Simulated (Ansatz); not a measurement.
**PN (phosphorus nitride) at RPA@PBE/STO-3G**

What is the vertical ionisation energy of PN (phosphorus nitride) at RPA@PBE/STO-3G? 

Program for the calculation: Ansatz 0.2.0.

46 further runs of the same task are left out: 12 that didn't finish, 34 set aside as unsound or not needed.

### 1 The system as given

PN: 2 atoms, total charge 0, spin state singlet. SMILES: `N#P`. The bond length is the measured one.

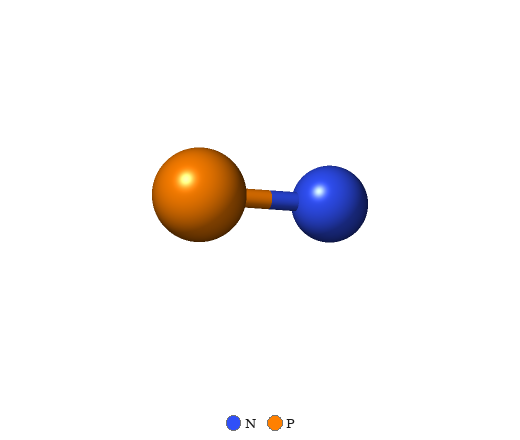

Viewed from a chosen angle; nitrogen blue, phosphorus orange.

### 2 The energy at RPA@PBE/STO-3G

File job.yaml:

```yaml
crystal:
  periodic: [false, false, false]
  atoms:
    - {symbol: "N", position_ang: [0.000000, 0.000000, 0.000000]}
    - {symbol: P, position_ang: [0.000000, 0.000000, 1.490866]}
basis:
  gaussian:
    orbitals: STO-3G
hamiltonian:
  xc: pbe
correlation:
  method: rpa
  frozen_orbitals: {"N": 1, P: 5}
accuracy: high
```

Command:

```console
$ ansatz run job.yaml --threads 1 --pin off --max-ram 2610MiB --events-out events.jsonl --progress --plain --runs-dir runs
```

What it wrote:

```text
Warning: RAYON_NUM_THREADS=1 ignored (pool sized by the plan → 1); use --threads N
Functional definition: PBE
  name "PBE"
  parameter kappa = 0.804
  parameter beta = 0.06672455060314922
  exchange = pbe_x(kappa = kappa, mu = beta*pi^2/3)
  correlation = pbe_c(beta = beta)
224 factors; integrals over basis functions are off by at most 8.7e-9 eV
mean field evaluation 1: about -10637.3255 eV, gradient 5.4e1 eV
mean field evaluation 2: about -10637.3050 eV, gradient 5.4e1 eV
mean field evaluation 4: about -10639.3830 eV, gradient 4.9e1 eV
mean field evaluation 8: about -10639.8225 eV, gradient 4.7e1 eV
mean field evaluation 16: about -10646.5269 eV, gradient 8.8e-8 eV
mean field -10646.52687915 eV, -391.2526463338 hartree, gradient 8.8e-8 eV, S^2 0.000000; 0 other end points of the search recorded, 0 dependent functions left out
6 core orbitals not correlated: weight in the atoms' cores, before any rotation towards them, 1.000 or more for the frozen orbitals, at most 0.000 for the correlated occupied ones
reference -10628.38748199 eV, -390.5860357835 hartree; 5, 5 occupied and 3, 3 virtual orbitals, 224 factors
Total energy: -10634.60119185 eV, -390.8143854090 hartree
```

Wall time 0.7 s (1 thread of Intel Xeon 6975P-C (Granite Rapids), shared host).

### 3 The doublet cation, same level

File in.yaml:

```yaml
crystal:
  periodic: [false, false, false]
  atoms:
    - {symbol: N, position_ang: [0.000000, 0.000000, 0.000000]}
    - {symbol: P, position_ang: [0.000000, 0.000000, 1.490866]}
basis:
  gaussian: {orbitals: STO-3G}
total_charge: 1
magnetization: {spin_polarized: true, initial_magnetization: 1}
hamiltonian: {xc: {name: PBE}}
correlation: {method: rpa, frozen_orbitals: {"N": 1, P: 5}}
accuracy: high
```

Command:

```console
$ ansatz run in.yaml --threads 1 --pin off --max-ram 2610MiB --events-out events.jsonl --progress --plain --runs-dir runs
```

What it wrote:

```text
Warning: RAYON_NUM_THREADS=1 ignored (pool sized by the plan → 1); use --threads N
[... 6 set-up lines as earlier in the session ...]
224 factors; integrals over basis functions are off by at most 8.7e-9 eV
mean field evaluation 1: about -10610.1923 eV, gradient 5.8e1 eV
mean field evaluation 2: about -10610.1839 eV, gradient 5.8e1 eV
mean field evaluation 4: about -10618.6282 eV, gradient 5.1e1 eV
mean field evaluation 8: about -10625.1121 eV, gradient 4.3e1 eV
mean field evaluation 16: about -10637.2692 eV, gradient 5.9e-9 eV
mean field evaluation 32: about -10637.1140 eV, gradient 3.6e0 eV
mean field evaluation 64: about -10608.5020 eV, gradient 1.8e1 eV
mean field -10637.26916439 eV, -390.9124315914 hartree, gradient 7.2e-8 eV, S^2 0.763450; 6 other end points of the search recorded, 0 dependent functions left out
6 core orbitals not correlated: weight in the atoms' cores, before any rotation towards them, 1.000 or more for the frozen orbitals, at most 0.000 for the correlated occupied ones
reference -10620.27508652 eV, -390.2879107485 hartree; 5, 4 occupied and 3, 4 virtual orbitals, 224 factors
Total energy: -10626.82447708 eV, -390.5285964124 hartree
```

Wall time 1.9 s (1 thread of Intel Xeon 6975P-C (Granite Rapids), shared host).

### 4 What came out

At RPA@PBE/STO-3G, 6 core orbitals frozen:

| quantity | value |
| --- | --- |
| singlet PN: total energy | -390.81439 Eh |
| singlet PN: RPA correlation energy (valence) | -228.3 mEh |
| doublet cation: total energy | -390.52860 Eh |
| doublet cation: RPA correlation energy (valence) | -240.7 mEh |
| doublet cation: ⟨S²⟩ of the reference determinant | 0.763 |
| vertical ionisation energy (to the doublet cation) | 7.777 eV |

**Reading.** The vertical ionisation energy comes to 7.78 eV (179 kcal/mol). In a minimal basis such a difference can be off by several eV, whatever the method.
